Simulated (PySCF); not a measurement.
# C5H4F2Se (SMILES FC(F)c1cc[se]c1): what the fields show

Input file:

```
{"job": {"kind": "uv", "xc": "PBE0", "basis": "def2-SVPD", "nstates": 6, "ntriplets": 2}, "charge": 0, "multiplicity": 1}
F     -2.313498     0.502829     0.983289
C     -1.687640    -0.130371    -0.044969
F     -2.246539     0.374858    -1.177442
C     -0.210164     0.105333    -0.013777
C      0.739545    -0.945257     0.073424
C      2.029859    -0.526684     0.088399
Se     2.172251     1.316734    -0.010911
C      0.332078     1.355742    -0.068555
H     -1.953022    -1.197233     0.010299
H      0.454354    -1.982242     0.122250
H      2.901866    -1.151519     0.149479
H     -0.217894     2.277123    -0.137513
```

Command:

```sh
OMP_NUM_THREADS=1 python probes_run.py task.json out
```

Geometry: GFN2-xTB.

Method: PBE0/def2-SVPD, SCF density, gas phase (PySCF).

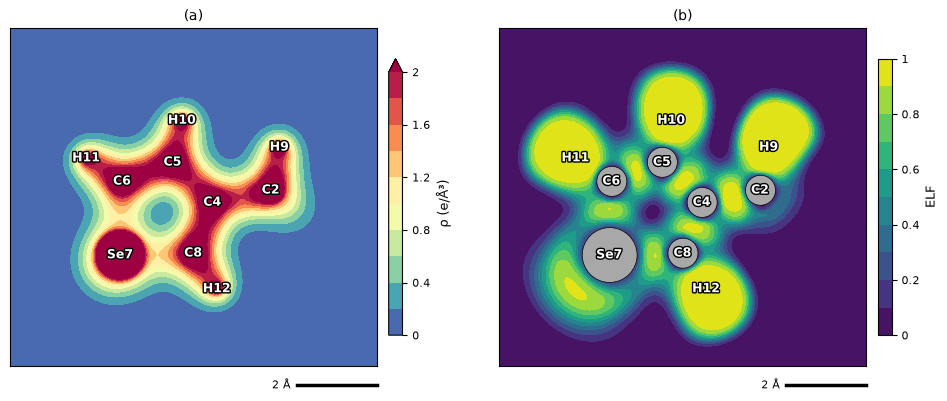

Figure 1. (a) total electron density; (b) electron localisation function on the plane of atoms C2, C4 and C5. Grey discs cover the atomic cores in the ELF map.

Question: Describe what can be read from this map.

Answer: The plane passes through C, Se and H nuclei.
C–C (1.36 Å): the density is about 2.2 e/Å³ at the midpoint; the ELF peaks at about 0.95 between the atoms (a covalent bond).
C–Se (1.84 Å): ρ is about 1.2 e/Å³ halfway; the ELF peaks at about 0.90 between the atoms: localised, covalent bonding.
C–H (1.07 Å): ρ is about 2 e/Å³ halfway; the ELF climbs to about 1 towards the hydrogen, as it does in any bond to H; a covalent bond by its length.
C–C (1.42 Å): ρ is about 2 e/Å³ halfway; the ELF peaks at about 0.95 between the atoms (localised, covalent bonding).
C–C (1.50 Å): ρ at the midpoint is about 1.8 e/Å³; the ELF peaks at about 1 between the atoms: a covalent bond.
The ELF also peaks beside Se7, away from the bonds: lone-pair regions.

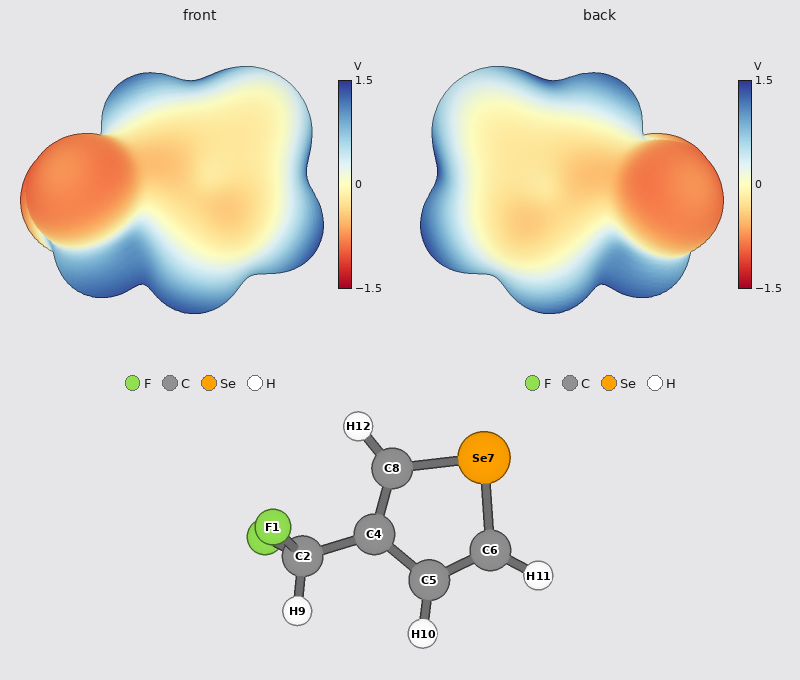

Figure 2. The electrostatic potential painted on the density surface at 0.002 e/bohr³, seen from the front and from behind; the colour scale runs from red (negative) to blue (positive). The bare structure is drawn below in the same view.

Question: Where is the surface potential most negative and most positive?

Answer: The most negative region (about −0.9 V) lies over F1 and F3, the most positive (about +1.4 V) over the C, H and Se atoms.
